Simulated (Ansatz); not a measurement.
# Calculations on CH$_{9}$NSi

### Relaxation

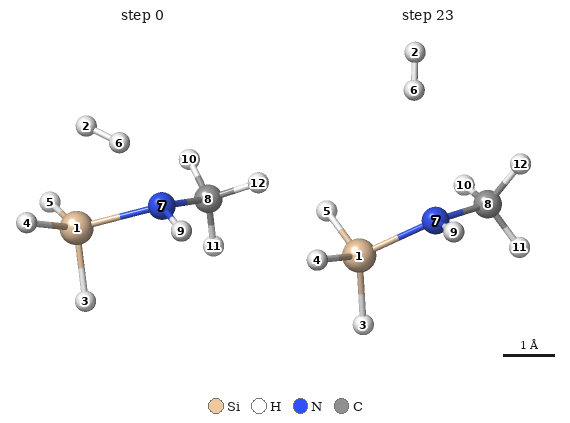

The structure of CH9NSi (started from a transition state, displaced along its imaginary mode) before (left) and after (right) a relaxation, at one scale.

Style: ball-and-stick. Shown at a tilt.

The calculation used RKS PBE0-D4/def2-TZVP in Ansatz 0.2.0. Set-up: force threshold 0.005 eV/Å; at most 200 steps.

Question: What changed between the two?

Answer: The energy falls by 1.357 eV in 23 geometry steps. The largest force component goes from 2 to 0.0023 eV/Å. H2 moves most after the best rigid fit: 1.73 Å. By element the largest moves are H 1.73 Å, Si 0.56 Å, N 0.39 Å, C 0.16 Å. Some distances before and after: Si1–H2 2.065 → 4.259 Å, Si1–H6 1.997 → 3.549 Å, H6–N7 1.519 → 2.643 Å, Si1–N7 1.797 → 1.718 Å. Bond angles that change, for instance: H3–Si1–N7 99.4° → 115.2°, H5–Si1–N7 117.8° → 108.4°, Si1–N7–C8 115.2° → 122.8°.

### Relaxation

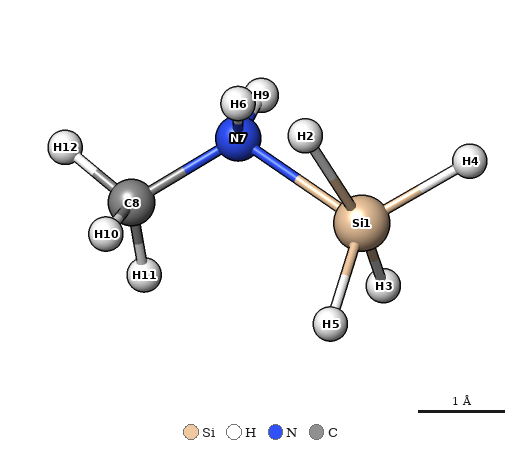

This is the input geometry for a relaxation of CH₉NSi (started from a transition state, displaced along its imaginary mode). The picture is a ball-and-stick view, seen at a tilt.

The calculation used Ansatz 0.2.0, RKS PBE0-D4/def2-TZVP.

Input
```yaml
crystal:
  periodic: [false, false, false]
  atoms:
    - {symbol: Si, position_ang: [-1.313159, 0.492581, -0.111056]}
    - {symbol: H, position_ang: [-0.482677, 1.706188, 0.842667]}
    - {symbol: H, position_ang: [-1.692367, -0.836581, -0.848077]}
    - {symbol: H, position_ang: [-2.443669, 0.590350, 0.818185]}
    - {symbol: H, position_ang: [-1.136191, 1.366985, -1.303524]}
    - {symbol: H, position_ang: [0.348309, 0.409833, 1.034523]}
    - {symbol: N, position_ang: [0.272925, -0.357551, 0.599030]}
    - {symbol: C, position_ang: [1.384825, -0.518623, -0.354640]}
    - {symbol: H, position_ang: [0.083287, -1.229720, 1.106284]}
    - {symbol: H, position_ang: [1.628182, 0.472842, -0.728144]}
    - {symbol: H, position_ang: [1.094671, -1.150245, -1.194980]}
    - {symbol: H, position_ang: [2.255762, -0.946259, 0.139632]}
basis:
  gaussian: {orbitals: def2-TZVP}
hamiltonian: {xc: pbe0, dispersion: d4}
relax: {f_tol: 0.005, max_steps: 200}
```

Launched with:
```bash
ansatz run in.yaml --threads 4 --pin off --events-out ev --progress --plain --max-ram 9574MiB
```

Q: Where does the relaxation end?

A: Over 16 geometry steps the energy falls by 2.095 eV. The largest force component goes from 8.5 to 0.0038 eV/Å. The largest move after the best rigid fit is that of H5, 1.68 Å. Largest moves by element: H 1.68 Å, Si 0.62 Å, N 0.35 Å, C 0.30 Å. Near-neighbour distances that change, for instance: Si1–H6 2.020 → 3.345 Å, Si1–N7 1.935 → 2.871 Å, Si1–C8 2.892 → 3.599 Å, Si1–H2 1.753 → 1.484 Å. Bonds break, among them: Si1–N7 (1.93 → 2.87 Å). Among the angles between lasting bonds that change: H2–Si1–H3 163.4° → 112.1°, H2–Si1–H4 88.5° → 112.5°, H2–Si1–H5 88.4° → 106.4°.

History of the run:

```
step  E − E(0), eV  largest force component, eV/Å
   0        0.0000                         8.5244
   1       -0.8219                         1.2772
   2       -0.9783                         0.8992
   3       -1.1276                         1.0910
   4       -1.2220                         1.0419
   5       -1.3591                         1.1092
   6       -1.5204                         1.1064
   7       -1.7097                         1.0984
   8       -1.9200                         0.8361
   9       -2.0083                         0.2419
  10       -2.0423                         0.0728
  11       -2.0620                         0.3094
  12       -2.0867                         0.1523
  13       -2.0927                         0.0727
  14       -2.0936                         0.0483
  15       -2.0946                         0.0265
  16       -2.0947                         0.0038
```

The structure at the end:

```xyz
12

Si   -1.6728    0.9041   -0.4094
H    -0.5067    1.8197   -0.3560
H    -1.4087   -0.2893   -1.2502
H    -2.1757    0.5478    0.9395
H    -2.7723    1.6611   -1.0860
H     0.7846   -0.0462    1.6520
N     0.4848   -0.5377    0.8197
C     1.5664   -0.6410   -0.1451
H     0.1688   -1.4538    1.1116
H     1.8669    0.3617   -0.4571
H     1.2050   -1.1594   -1.0358
H     2.4595   -1.1671    0.2165
```

After the run, drawn alike:

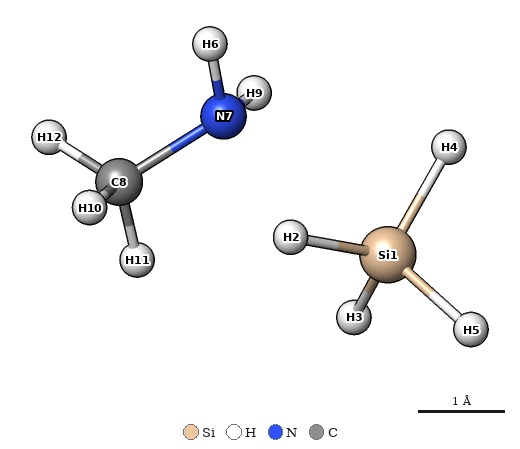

### Reaction

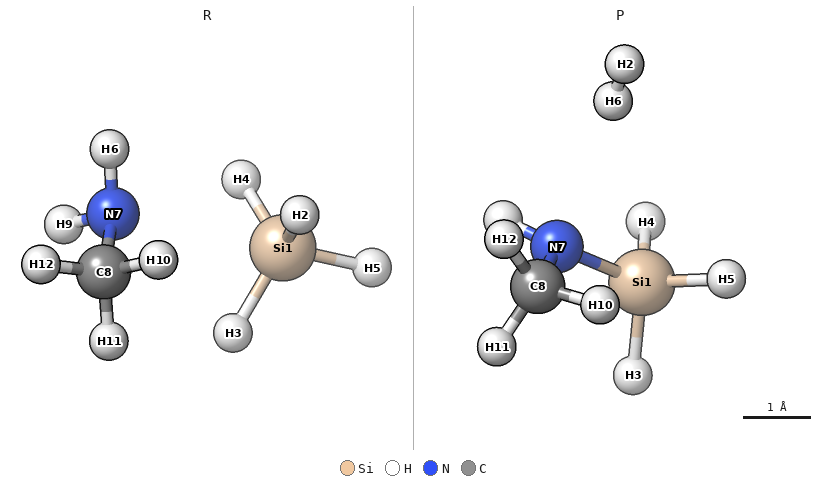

Reactant (R) and product (P) of one elementary step of CH9NSi. Style: ball-and-stick. Shown from a free direction.

Stationary points at PBE0-D4/def2-TZVP, single-point energies with CCSD(T)/CBS, RPA@PBE, r2SCAN-D4, wB97M-V, PBE0-D4, B2PLYP (def2-TZVPP where no basis is named; Ansatz 0.2.0). The energies are electronic, without zero-point or thermal terms, and both ends are the minima reached downhill from the saddle, with any fragments still in contact. CCSD(T)/CBS stands for a frozen-core estimate: MP2 correlation extrapolated from def2-TZVPP and def2-QZVPP, CCSD(T) minus MP2 from the smaller set.

Question: What is the transition state like, and how high is the barrier?

Answer: Counted by bonded pieces, R holds CH₅N + SiH₄ and P holds CH₇NSi + H₂. From R over the saddle to P, bonds form: Si1–N7 (2.87 → 1.87 → 1.72 Å), H2–H6 (3.03 → 1.16 → 0.75 Å). Bonds break: Si1–H2 (1.48 → 1.91 → 4.26 Å), H6–N7 (1.01 → 1.20 → 2.64 Å). The saddle has one imaginary mode, 1347i cm⁻¹. With CCSD(T)/CBS the barrier is 1.88 eV from R and 2.04 eV from P, and P lies 0.15 eV below R.

```tsv
level	barrier from R (eV)	barrier from P (eV)	P less R (eV)
CCSD(T)/CBS	1.88	2.04	−0.15
RPA@PBE	1.95	2.05	−0.10
r2SCAN-D4	1.67	1.81	−0.13
wB97M-V	1.85	1.96	−0.11
PBE0-D4	1.70	1.78	−0.08
B2PLYP	1.91	2.05	−0.14
```

Against CCSD(T)/CBS, wB97M-V comes closest on the barrier from R (−0.03 eV) and r2SCAN-D4 misses most (−0.21 eV).

The saddle point in the same view, with dashed sticks for the bonds that form or break:

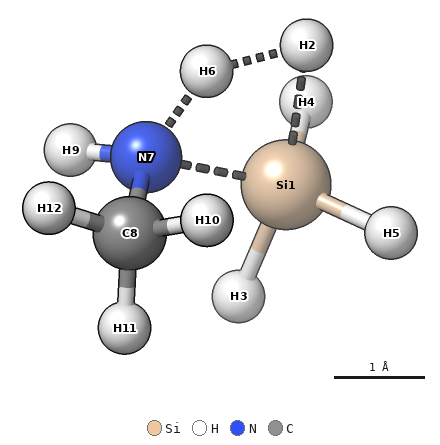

Limits of the set-up: the start holds two separate molecules, 2.8 Å apart at their closest, whose relative position is a soft coordinate.
